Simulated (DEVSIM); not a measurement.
System: abrupt Si n-p junction, at 250 K.

```csv
layer (left to right),material,thickness (μm),Nd (cm⁻³),Na (cm⁻³),τn (s),τp (s)
1,Si,3.80,2.1e15,-,0.0005,0.0005
2,Si,140,-,3.1e15,0.00015,0.0005
```

Left contact: ohmic. Right contact: ohmic. Voltage is applied to the left contact. Recombination: SRH at mid-gap, radiative. Mobility is μmin + (μ − μmin)/(1 + (N/Nref)^α).

Constants are typed, rounded textbook-type inputs, not results; the design itself was drawn at random and stands for no fabricated device. Values at 300 K; Nc and Nv go as T^1.5, mobilities as T to minus their exponent, the gap by Varshni's rule with the affinity fixed.

```
parameter               Si
----------------  --------
gap (eV)             1.124
affinity (eV)         4.05
permittivity          11.7
Nc (cm⁻³)          2.86e19
Nv (cm⁻³)           3.1e19
μn (cm²/Vs)           1417
μp (cm²/Vs)            470
μn,min                  52
μp,min                  45
Nref,n              9.7e16
Nref,p              2.2e17
αn                    0.68
αp                    0.72
T exponent of μn       2.3
T exponent of μp       2.2
B (cm³/s)          4.7e-15
Varshni α (eV/K)  0.000473
Varshni β (K)          636
```

Model (solved in DEVSIM): 1D drift-diffusion, Boltzmann statistics, complete ionisation; no tunnelling, impact ionisation, image-force lowering or self-heating.

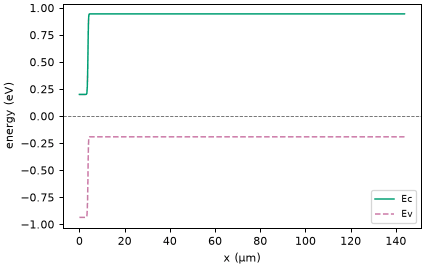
Figure: Band edges at zero bias

Energies count from the Fermi level of the right contact; mesh points crowd at the junctions.

```json
[
 {"x (μm)": "0.000", "Ec (eV)": "0.199", "Ev (eV)": "-0.937", "n (cm⁻³)": "2.1e15", "p (cm⁻³)": "< 1e2", "field (V/cm)": "≈ 0"},
 {"x (μm)": "0.04787", "Ec (eV)": "0.199", "Ev (eV)": "-0.937", "n (cm⁻³)": "2.1e15", "p (cm⁻³)": "< 1e2", "field (V/cm)": "≈ 0"},
 {"x (μm)": "0.1815", "Ec (eV)": "0.199", "Ev (eV)": "-0.937", "n (cm⁻³)": "2.1e15", "p (cm⁻³)": "< 1e2", "field (V/cm)": "≈ 0"},
 {"x (μm)": "0.5866", "Ec (eV)": "0.199", "Ev (eV)": "-0.937", "n (cm⁻³)": "2.1e15", "p (cm⁻³)": "< 1e2", "field (V/cm)": "≈ 0"},
 {"x (μm)": "2.313", "Ec (eV)": "0.199", "Ev (eV)": "-0.937", "n (cm⁻³)": "2.1e15", "p (cm⁻³)": "< 1e2", "field (V/cm)": "≈ 0"},
 {"x (μm)": "3.294", "Ec (eV)": "0.212", "Ev (eV)": "-0.924", "n (cm⁻³)": "1.1e15", "p (cm⁻³)": "< 1e2", "field (V/cm)": "1500"},
 {"x (μm)": "3.646", "Ec (eV)": "0.424", "Ev (eV)": "-0.713", "n (cm⁻³)": "6.3e10", "p (cm⁻³)": "100000", "field (V/cm)": "11000"},
 {"x (μm)": "3.781", "Ec (eV)": "0.608", "Ev (eV)": "-0.528", "n (cm⁻³)": "1.2e7", "p (cm⁻³)": "5.3e8", "field (V/cm)": "16000"},
 {"x (μm)": "3.815", "Ec (eV)": "0.664", "Ev (eV)": "-0.472", "n (cm⁻³)": "910000", "p (cm⁻³)": "7.0e9", "field (V/cm)": "16000"},
 {"x (μm)": "3.889", "Ec (eV)": "0.767", "Ev (eV)": "-0.369", "n (cm⁻³)": "7500", "p (cm⁻³)": "8.6e11", "field (V/cm)": "12000"},
 {"x (μm)": "4.117", "Ec (eV)": "0.925", "Ev (eV)": "-0.211", "n (cm⁻³)": "< 1e2", "p (cm⁻³)": "1.3e15", "field (V/cm)": "2400"},
 {"x (μm)": "5.197", "Ec (eV)": "0.944", "Ev (eV)": "-0.193", "n (cm⁻³)": "< 1e2", "p (cm⁻³)": "3.1e15", "field (V/cm)": "≈ 0"},
 {"x (μm)": "8.053", "Ec (eV)": "0.944", "Ev (eV)": "-0.193", "n (cm⁻³)": "< 1e2", "p (cm⁻³)": "3.1e15", "field (V/cm)": "≈ 0"},
 {"x (μm)": "16.13", "Ec (eV)": "0.944", "Ev (eV)": "-0.193", "n (cm⁻³)": "< 1e2", "p (cm⁻³)": "3.1e15", "field (V/cm)": "≈ 0"},
 {"x (μm)": "57.47", "Ec (eV)": "0.944", "Ev (eV)": "-0.193", "n (cm⁻³)": "< 1e2", "p (cm⁻³)": "3.1e15", "field (V/cm)": "≈ 0"},
 {"x (μm)": "111.6", "Ec (eV)": "0.944", "Ev (eV)": "-0.193", "n (cm⁻³)": "< 1e2", "p (cm⁻³)": "3.1e15", "field (V/cm)": "≈ 0"},
 {"x (μm)": "133.1", "Ec (eV)": "0.944", "Ev (eV)": "-0.193", "n (cm⁻³)": "< 1e2", "p (cm⁻³)": "3.1e15", "field (V/cm)": "≈ 0"},
 {"x (μm)": "140.1", "Ec (eV)": "0.944", "Ev (eV)": "-0.193", "n (cm⁻³)": "< 1e2", "p (cm⁻³)": "3.1e15", "field (V/cm)": "≈ 0"},
 {"x (μm)": "143.0", "Ec (eV)": "0.944", "Ev (eV)": "-0.193", "n (cm⁻³)": "< 1e2", "p (cm⁻³)": "3.1e15", "field (V/cm)": "≈ 0"},
 {"x (μm)": "143.5", "Ec (eV)": "0.944", "Ev (eV)": "-0.193", "n (cm⁻³)": "< 1e2", "p (cm⁻³)": "3.1e15", "field (V/cm)": "≈ 0"},
 {"x (μm)": "143.7", "Ec (eV)": "0.944", "Ev (eV)": "-0.193", "n (cm⁻³)": "< 1e2", "p (cm⁻³)": "3.1e15", "field (V/cm)": "≈ 0"},
 {"x (μm)": "143.8", "Ec (eV)": "0.944", "Ev (eV)": "-0.193", "n (cm⁻³)": "< 1e2", "p (cm⁻³)": "3.1e15", "field (V/cm)": "≈ 0"}
]
```
